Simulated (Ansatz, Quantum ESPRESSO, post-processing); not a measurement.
# Screening and band shifts of Y2COS MXene, 1 layer, part 5 of 6

How does Y2COS MXene, 1 layer respond to a gate-like field without added charge?

Quantum ESPRESSO 7.5; plane-wave DFT, PBE, GBRV ultrasoft pseudopotentials; geometry and cross-check by Ansatz 0.2.0 with PAW datasets.

So far. Step 11 (Ground state: field 0.3 V/Å): The dipole goes from 0.1049 to 0.2356 e Å, 0.4358 e Å per V/Å. Step 12 (Electrostatic potential): The slope in the vacuum is 0.300 eV/Å for an applied 0.30 V/Å, as it should be.

## 13. Bands along a path: field 0.3 V/Å

The input, f3.bands.in:

```
&control
  prefix = 'f3.bands'
  outdir = './out'
  pseudo_dir = './pseudo'
  calculation = 'bands'
  tefield = .true.
  dipfield = .true.
/
&system
  ibrav = 0
  nat = 5
  ntyp = 4
  ecutwfc = 40
  ecutrho = 200
  occupations = 'smearing'
  smearing = 'fd'
  degauss = 0.004
  edir = 3
  emaxpos = 0.97
  eopreg = 0.04
  eamp = 0.00583407
  nbnd = 25
/
&electrons
  conv_thr = 1e-07
  mixing_beta = 0.4
  electron_maxstep = 120
  mixing_mode = 'local-TF'
/
ATOMIC_SPECIES
  S   32.0600  s_pbe_v1.4.uspp.F.UPF
  Y   88.9058  y_pbe_v1.4.uspp.F.UPF
  C   12.0110  c_pbe_v1.2.uspp.F.UPF
  O   15.9990  o_pbe_v1.2.uspp.F.UPF
CELL_PARAMETERS angstrom
  3.63488059358077 -0.00000000000000 0.00000000000000
  -1.81744029679038 3.14789893376401 0.00000000000000
  0.00000000000000 0.00000000000000 22.89722030950000
ATOMIC_POSITIONS crystal
  S   0.333333333333 0.666666666667 0.378385210280
  Y   0.666666666667 0.333333333333 0.449157038062
  C   -0.000000000000 0.000000000000 0.509226024627
  Y   0.333333333333 0.666666666667 0.587599042839
  O   0.666666666667 0.333333333333 0.617204587792
K_POINTS crystal_b
4
  0.0000000000 0.0000000000 0.0000000000 14
  0.5000000000 0.0000000000 0.0000000000 14
  0.3333333333 0.3333333333 0.0000000000 14
  0.0000000000 0.0000000000 0.0000000000 1
```

Launch:

```bash
> cp -r out/f3.save out/f3.bands.save
> cp out/f3.xml out/f3.bands.xml
> OMP_NUM_THREADS=1 mpirun -n 4 pw.x -nk 4 -in f3.bands.in > f3.bands.out
```

Numbers of over 12 decimals in the logs are rounded to 6 here.

What it wrote:

```text
[banner, memory and clock lines left out]
Program PWSCF v.7.5 starts
[citation notice left out]

[...]
bravais-lattice index     =            0
     lattice parameter (alat)  =       6.8689  a.u.
     unit-cell volume          =    1768.0327 (a.u.)^3
     number of atoms/cell      =            5
     number of atomic types    =            4
     number of electrons       =        38.00
     number of Kohn-Sham states=           25
     kinetic-energy cutoff     =      40.0000  Ry
     charge density cutoff     =     200.0000  Ry
     Exchange-correlation= SLA  PW   PBE  PBE
                           (   1   4   3   4   0   0   0)

[...]
PseudoPot. # 1 for S  read from file:
     ./pseudo/s_pbe_v1.4.uspp.F.UPF
     Pseudo is Ultrasoft + core correction, Zval =  6.0
     Generated by new atomic code, or converted to UPF format
     Using radial grid of  907 points,  6 beta functions with:
                l(1) =   0
                l(2) =   0
                l(3) =   1
                l(4) =   1
                l(5) =   2
                l(6) =   2
     Q(r) pseudized with  8 coefficients,  rinner =    1.300   1.300   1.300
                                                       1.300   1.300

     PseudoPot. # 2 for Y  read from file:
     ./pseudo/y_pbe_v1.4.uspp.F.UPF
     Pseudo is Ultrasoft + core correction, Zval = 11.0
     Generated by new atomic code, or converted to UPF format
     Using radial grid of  885 points,  6 beta functions with:
                l(1) =   0
                l(2) =   0
                l(3) =   1
                l(4) =   1
                l(5) =   2
                l(6) =   2
     Q(r) pseudized with  8 coefficients,  rinner =    1.200   1.200   1.200
                                                       1.200   1.200

     PseudoPot. # 3 for C  read from file:
     ./pseudo/c_pbe_v1.2.uspp.F.UPF
     Pseudo is Ultrasoft + core correction, Zval =  4.0
     Generated by new atomic code, or converted to UPF format
     Using radial grid of  721 points,  4 beta functions with:
                l(1) =   0
                l(2) =   0
                l(3) =   1
                l(4) =   1
     Q(r) pseudized with  8 coefficients,  rinner =    1.100   1.100   1.100

     PseudoPot. # 4 for O  read from file:
     ./pseudo/o_pbe_v1.2.uspp.F.UPF
     Pseudo is Ultrasoft + core correction, Zval =  6.0
     Generated by new atomic code, or converted to UPF format
     Using radial grid of  737 points,  5 beta functions with:
                l(1) =   0
                l(2) =   0
                l(3) =   1
                l(4) =   1
                l(5) =   2
     Q(r) pseudized with  8 coefficients,  rinner =    0.900   0.900   0.900
                                                       0.900   0.900

     atomic species   valence    mass     pseudopotential
     S                 6.00    32.06000     S ( 1.00)
     Y                11.00    88.90580     Y ( 1.00)
     C                 4.00    12.01100     C ( 1.00)
     O                 6.00    15.99900     O ( 1.00)

     No symmetry found

[...]
number of k points=    43  Fermi-Dirac smearing, width (Ry)=  0.0040
[...]
Dense  grid:    84603 G-vectors     FFT dimensions: (  32,  32, 200)

     Smooth grid:    60421 G-vectors     FFT dimensions: (  27,  27, 180)

     The potential is recalculated from file :
     ./out/f3.bands.save/charge-density

     negative rho (up, down):  4.632E-04 0.000E+00

     Adding external electric field

     Computed dipole along edir(3) :
        Dipole                0.4452 Ry au,          1.1317 Debye
        Dipole field          0.0032 Ry au,

        E field amplitude [Ha a.u.]:  5.8341E-03
        Potential amp.        0.2218 Ry
        Total length         41.5387 bohr

     Starting wfcs are   38 randomized atomic wfcs

     Band Structure Calculation
     Davidson diagonalization with overlap

     ethr =  2.63E-10,  avg # of iterations = 58.9

     End of band structure calculation

          k = 0.0000 0.0000 0.0000 (  7455 PWs)   bands (ev):

   -42.0487 -41.6595 -22.3203 -21.8770 -21.8770 -21.8598 -21.5397 -21.5397
   -17.5694 -12.4129  -9.5553  -4.1895  -4.1895  -3.9997  -3.1764  -1.8987
    -1.8987  -1.1205  -0.1830  -0.1830   2.8106   3.0718   3.0718   3.2450
     3.9736

          k = 0.0357 0.0206 0.0000 (  7448 PWs)   bands (ev):

   -42.0480 -41.6589 -22.3196 -21.8963 -21.8787 -21.8518 -21.5467 -21.5411
   -17.5572 -12.4041  -9.5533  -4.2154  -4.1786  -3.9621  -3.1719  -1.9529
    -1.8953  -1.0715  -0.2553  -0.2067   2.8145   3.0655   3.1051   3.2590
     3.9642

[...]
```

Elapsed: 36 s, on 4 MPI ranks of Arm Neoverse V2, shared host; peak memory 0.39 GiB; 2.4 min of CPU time.

Band numbers count within the set of bands kept for display. Electronic bands along the path, in eV, zero at the Fermi level; # counts the bands kept:

```
point     #6     #7     #8     #9    #10   #11   #12   #13
    Γ  -0.82  -0.82  -0.04   0.90   0.90  3.89  4.15  4.15
    M  -1.59  -1.03  -0.99  -0.25   0.19  2.68  4.87  5.03
    K  -1.73  -1.43  -1.15  -0.68  -0.31  3.92  4.87  4.96
    Γ  -0.82  -0.82  -0.04   0.90   0.90  3.89  4.15  4.15
```

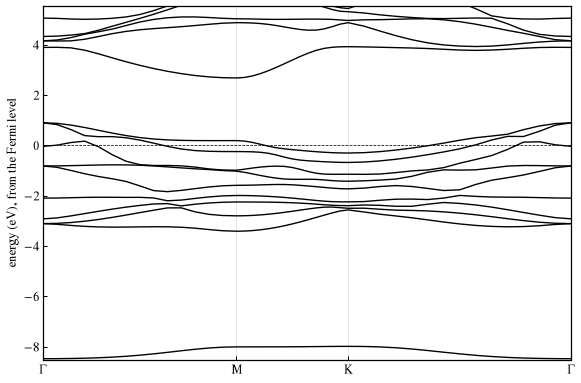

Electronic bands along the path.

By band count these two levels touch or overlap: there is no gap, and they are no band edges.

Upper empty bands that drop with the field can be states of the vacuum, held by the sawtooth; they depend on the cell's width.

## 14. Valence density

plot_num = 0 writes the valence density.

The input, f0.rho.in:

```
&inputpp
  prefix = 'f0'
  outdir = './out'
  filplot = 'f0.rho.dat'
  plot_num = 0
/
```

Launch:

```bash
> OMP_NUM_THREADS=1 mpirun -n 4 pp.x -in f0.rho.in > f0.rho.out
```

What it wrote:

```text
[banner, memory and clock lines left out]
Program POST-PROC v.7.5 starts

          URL

     ./out/f0.save/

     IMPORTANT: XC functional enforced from input :
     Exchange-correlation= PBE
                           (   1   4   3   4   0   0   0)
     Any further DFT definition will be discarded
     Please, verify this is what you really want

     negative rho (up, down):  4.598E-04 0.000E+00

     Adding external electric field

     Computed dipole along edir(3) :
        Dipole                0.1982 Ry au,          0.5038 Debye
        Dipole field          0.0014 Ry au,

        Potential amp.       -0.1170 Ry
        Total length         41.5387 bohr

     Calling punch_plot, plot_num =   0
     Writing data to file  f0.rho.dat
     Message from routine chdens:
     namelist plot not found or invalid, exiting
```

Run time: 1.1 s. Hardware: 4 MPI ranks; peak memory 0.11 GiB.

Numbers from this step:

* electrons by integration: 38.00 e

Mean over planes. Table of valence density, planar mean by z:

```
z (Å)  valence density, planar mean (e/Å³)
  5.0                               1.7e-5
  7.5                               0.0562
 10.0                                0.627
 12.5                                0.206
 15.0                               0.0796
 17.5                               3.9e-5
```

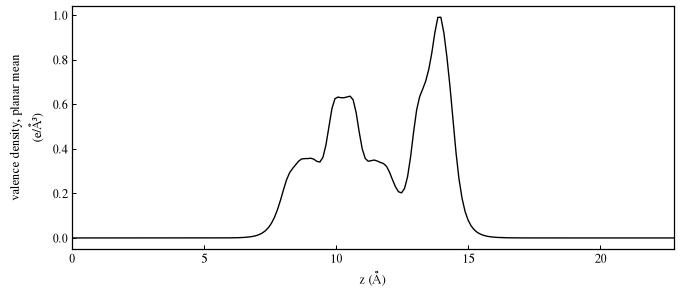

Valence density, planar mean, plotted against z.

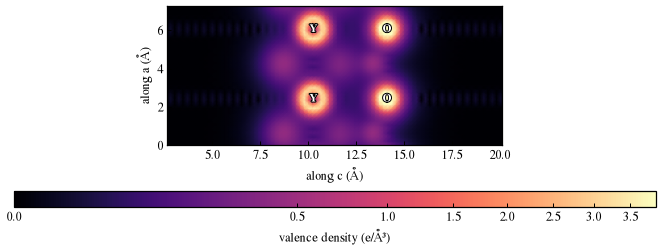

Valence density in the ca plane at fractional y = 0.333, with atoms of Y and O within 0.2 Å of it. It is the smooth field of the valence electrons, not physical close to the nuclei. The colour scale is stretched toward low values. The far vacuum is left out of the map.

The density integrates to 38.000 electrons, as the 38 of the input ask.

## 15. Density by pp.x

The input, f2.rho.in:

```
&inputpp
  prefix = 'f2'
  outdir = './out'
  filplot = 'f2.rho.dat'
  plot_num = 0
/
```

Launch:

```bash
> OMP_NUM_THREADS=1 mpirun -n 4 pp.x -in f2.rho.in > f2.rho.out
```

It took 1.1 s on 4 MPI ranks; peak memory 0.11 GiB.

## 16. Charge moved by a field of 0.2 V/Å

This step gave:

| Item | Value |
| --- | --- |
| largest charge moved across a plane | 0.001137 e/Å² |
| dipole step | -1.378 eV |

The planar mean oscillates, so the rows of the table below give means over windows of 2.5 Å about each position, cut where the curve ends. Its maxima inside the range that stand out by 2 % of the span (Å: e/Å³): 7.8: 7.5e-4, 11.0: 1.5e-6, 13.2: 2.1e-4, 14.3: -2.8e-4. Its minima: 10.1: -6.5e-5, 12.4: -2.2e-4, 14.1: -3.7e-4, 14.9: -6.7e-4.

Planar mean against z; means over each step:

```
z (Å)  planar mean (e/Å³)
  2.5              2.0e-8
  5.0              1.1e-5
  7.5              4.0e-4
 10.0              2.3e-5
 12.5             -3.6e-5
 15.0             -3.8e-4
 17.5             -1.9e-5
 20.0             -5.6e-8
```

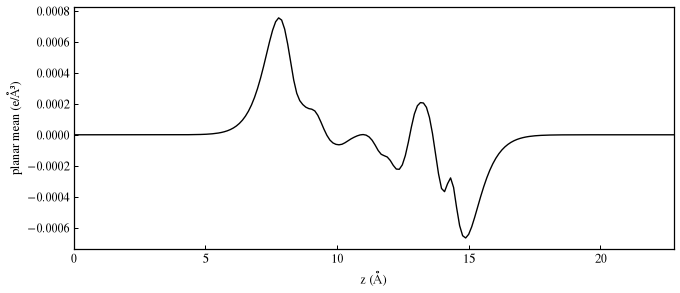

Planar mean, plotted against z.

Running integral, electrons below z against z:

```
z (Å)  running integral, electrons below z (e/Å²)
    4                                      1.1e-7
    5                                      1.5e-6
    6                                      1.8e-5
    7                                      1.7e-4
    8                                      7.8e-4
    9                                     0.00108
   10                                     0.00112
   11                                     0.00109
   12                                     0.00100
   13                                      9.2e-4
   14                                      9.1e-4
   15                                      4.3e-4
   16                                      7.1e-5
   17                                      8.0e-6
   18                                      7.4e-7
   19                                      6.5e-8
```

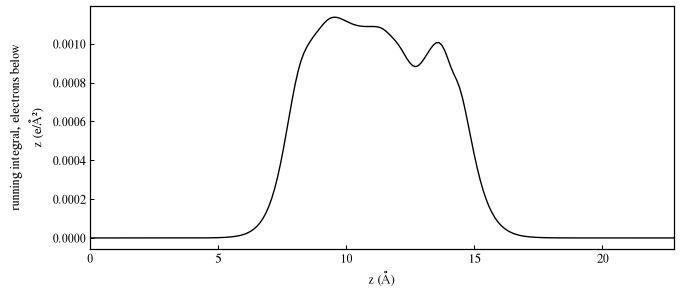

Running integral, electrons below z, plotted against z.

## 17. Polarisability from the dipole between 0 and 0.1 V/A

Read from the output:

```
change of slope in the vacuum : 0.10000 eV/Å
polarisability a cell         : 6.275 Å³
sheet polarisability 4πα/A    : 6.891 Å
```

Table of change of the potential energy, second field less first by z:

```
z (Å)  change of the potential energy, second field less first (eV)
    0                                                        -0.371
    1                                                        -0.672
    2                                                        -0.572
    3                                                        -0.472
    4                                                        -0.372
    5                                                        -0.272
    6                                                        -0.172
    7                                                       -0.0776
    8                                                       -0.0143
    9                                                       -7.5e-4
   10                                                      -0.00226
   11                                                      -0.00158
   12                                                       0.00212
   13                                                        0.0184
   14                                                        0.0308
   15                                                        0.0640
   16                                                         0.143
   17                                                         0.240
   18                                                         0.340
   19                                                         0.439
   20                                                         0.539
   21                                                         0.639
   22                                                         0.739
```

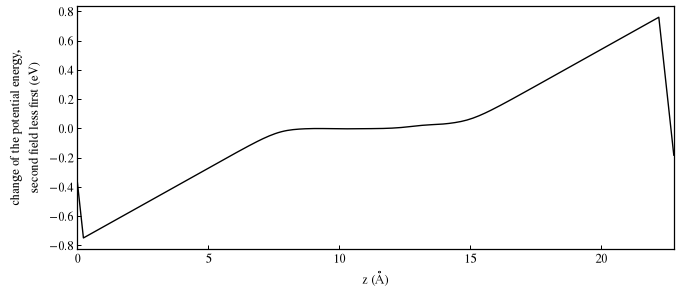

Change of the potential energy, second field less first against z.

## 18. Dipole against field

The dipole along the normal, dipole moment by applied field:

```
applied field (V/Å)  dipole along the normal, dipole moment (e·Å)
              0.000                                         0.105
              0.100                                         0.148
              0.200                                         0.192
              0.300                                         0.236
```

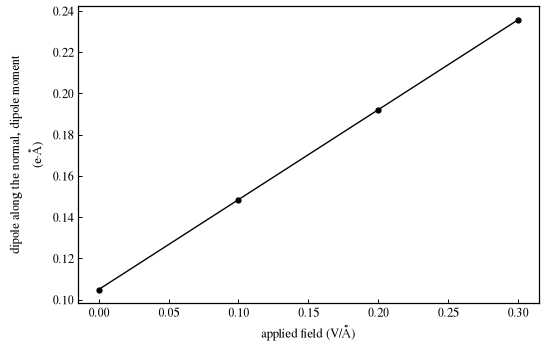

Dipole along the normal, dipole moment, plotted against applied field.

## 19. Cross-check with Ansatz: field 0.1 V/Å

A second code with its own PAW datasets, on the same atoms.

Level of this step: plane-wave DFT, PBE, Ansatz PAW (Ansatz 0.2.0).

The input, input.yaml:

```yaml
crystal:
  lattice:
    - [3.6348805936, 0.0, 0.0]
    - [-1.8174402968, 3.1478989338, 0.0]
    - [0.0, 0.0, 22.8972203095]
  atoms:
    - { symbol: S, position: [0.3333333333, 0.6666666667, 0.3783852103] }
    - { symbol: "Y", position: [0.6666666667, 0.3333333333, 0.4491570381] }
    - { symbol: C, position: [0.0, 0.0, 0.5092260246] }
    - { symbol: "Y", position: [0.3333333333, 0.6666666667, 0.5875990428] }
    - { symbol: O, position: [0.6666666667, 0.3333333333, 0.6172045878] }
kpoints:
  mp_grid: { grid: [12, 12, 1] }
hamiltonian:
  xc: pbe
scf:
  occupations: { method: fermi_dirac, width: 0.054 }
  convergence: { dr2_threshold: 1.0e-09 }
efield:
  axis: 3
  dipole_correction: true
  ramp_position: 0.97
  ramp_width: 0.04
  amplitude: 0.1
output:
  write_potential: true
  write_density: true
  volumetric_format: npy
```

Launch:

```bash
> ansatz run input.yaml --threads 4 --pin off --max-ram 8192MiB --backend cpu --events-out ev --progress --plain --runs-dir out
```

What it wrote:

```text
[...]
Crystal: 5 atoms, lattice volume = 261.995 Å³
Basis set: ecut = 420 eV, 5033 PW (Γ)
Bands: 24, of which v1, the nominal top of the filled ones, is band 19 counted from 1 (18 counted from 0)
Symmetry: 6 space group operations
[...]
k-points: 19 of 144 (time reversal used)
[...]
SCF iter   1: F=—  HF=-9425.649227 eV  |F-HF|=—  |Δ(HF+E_count)|=         —  Δρ=7.15e-2  dr2=3.48e1  ethr=3.10e-3  p=0.049 e·Å  D=3.38e-2 V/Å  ΔV_dip=-0.77 eV  dr2_dipole=3.44e0  V_vac-E_F(+/−)=9.89/8.57 eV  ⟨swp⟩=7.9  Hψ=2570  notcnv=0
[...]
SCF iter  14: F=-9421.448812 eV  HF=-9421.448812 eV  |F-HF|=1.58e-10  |Δ(HF+E_count)|=  6.02e-10  Δρ=1.94e-7  dr2=3.22e-10  ethr=2.63e-12  p=0.149 e·Å  D=1.03e-1 V/Å  ΔV_dip=-2.35 eV  dr2_dipole=2.29e-11  V_vac-E_F(+/−)=5.82/6.07 eV  ⟨swp⟩=6.9  Hψ=2056  notcnv=0
SCF 1 converged in 14 iterations: F = -9421.448812 eV  dr2 = 3.22e-10
[...]
SCF converged after 14 iterations
Free energy (F): -9421.448812 eV
[...]
Internal energy: -9421.404380 eV  (E = F + TS)
E sigma→0 (E₀):  -9421.426596 eV
Entropy (-TS):   -0.044432 eV (-8.886 meV/atom)
Fermi energy:    -1.117338 eV
Dipole field:    D = 0.102605 V/Å  (p = 0.148559 e·Å, saw-weighted, corrected)
Work function:   not extracted (applied field tilts the vacuum); planar V_es + V_field profile in the machine report
[...]
--- Band table (eV; the first three rows and the last of 19) ---
  k-point 0: bands = [... 15 lower, -1.9313, -1.9313, -1.1575, -0.2159, -0.2159, 2.7369, 3.0194, 3.0249, ... 1 higher]
  k-point 1: bands = [... 15 lower, -2.1568, -1.9145, -0.9721, -0.5687, -0.3362, 2.7130, 2.9972, 3.1164, ... 1 higher]
  k-point 2: bands = [... 15 lower, -2.4198, -1.8871, -1.3841, -0.7624, -0.5901, 2.3994, 3.2422, 3.2886, ... 1 higher]
  k-point 18: bands = [... 15 lower, -2.8502, -2.5459, -2.2432, -1.8030, -1.4334, 2.7495, 3.7083, 3.8391, ... 1 higher]
```

The job ended after 4.7 s (4 threads; peak memory 0.55 GiB).

Read from the output:

```
free energy             : -9421.4488 eV
energy at zero smearing : -9421.4266 eV
smearing term TS        : 0.04443 eV
Fermi energy            : -1.117 eV
dipole along the normal : 0.1486 e·Å
```

At 0.1 V/Å Ansatz's dipole is 0.1486 e Å against 0.1485 from pw.x.

## 20. Cross-check with Ansatz: field -0.1 V/Å

input.yaml is the input of step 19 with these lines changed:

```diff
@@ -23,3 +23,3 @@
   ramp_width: 0.04
-  amplitude: 0.1
+  amplitude: -0.1
 output:
```

What it wrote:

```text
[...]
Crystal: 5 atoms, lattice volume = 261.995 Å³
Basis set: ecut = 420 eV, 5033 PW (Γ)
Bands: 24, of which v1, the nominal top of the filled ones, is band 19 counted from 1 (18 counted from 0)
Symmetry: 6 space group operations
[...]
k-points: 19 of 144 (time reversal used)
[...]
k-point 0: bands = [... 15 lower, -1.9170, -1.9170, -1.1485, -0.2038, -0.2038, 2.6306, 2.8574, 3.0281, ... 1 higher]
  k-point 1: bands = [... 15 lower, -2.1466, -1.9000, -0.9610, -0.5572, -0.3244, 2.6790, 2.8105, 3.0751, ... 1 higher]
  k-point 2: bands = [... 15 lower, -2.4151, -1.8722, -1.3750, -0.7507, -0.5790, 2.3954, 3.0124, 3.2748, ... 1 higher]
  k-point 18: bands = [... 15 lower, -2.8454, -2.5415, -2.2134, -1.8005, -1.4364, 2.7109, 3.6624, 3.8461, ... 1 higher]
[key lines of the parts left out:]
SCF converged after 14 iterations
Free energy (F): -9421.427819 eV
Fermi energy:    -1.109429 eV
Dipole field:    D = 0.042388 V/Å  (p = 0.061372 e·Å, saw-weighted, corrected)
```

Wall time 4.9 s (4 threads); peak memory 0.55 GiB.

Numbers from this step:

- free energy: -9421.4278 eV
- energy at zero smearing: -9421.4058 eV
- smearing term TS: 0.04407 eV
- Fermi energy: -1.109 eV
- dipole along the normal: 0.06137 e·Å

## 21. Dipole against field, Ansatz

Table of dipole along the normal, dipole moment by applied field:

```
applied field (V/Å)  dipole along the normal, dipole moment (e·Å)
            -0.1000                                        0.0614
             0.0000                                         0.105
             0.1000                                         0.149
```

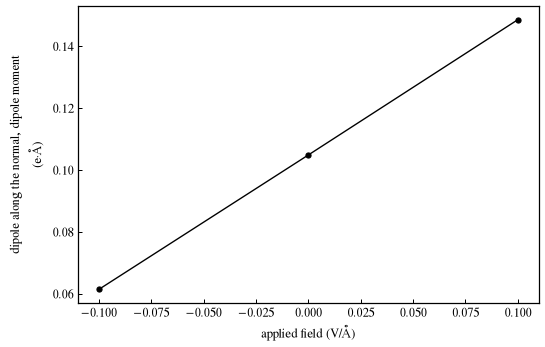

Dipole along the normal, dipole moment, plotted against applied field.

[end of part 5 of 6]

[Logs are printed without paths, hosts, clocks, repeated set-up lines and the standing remarks that a program may print on its own settings, such as how far it seeks lower states.]

[Hosts, paths, dates, database ids (printed as entryN), source tags and the programs' standing remarks are cut or masked in the printed files.]

[Maps of the electrostatic potential energy from Ansatz leave out the sawtooth potential of an applied field or a dipole correction, so their vacuum need not be flat; planar profiles and work functions include it.]
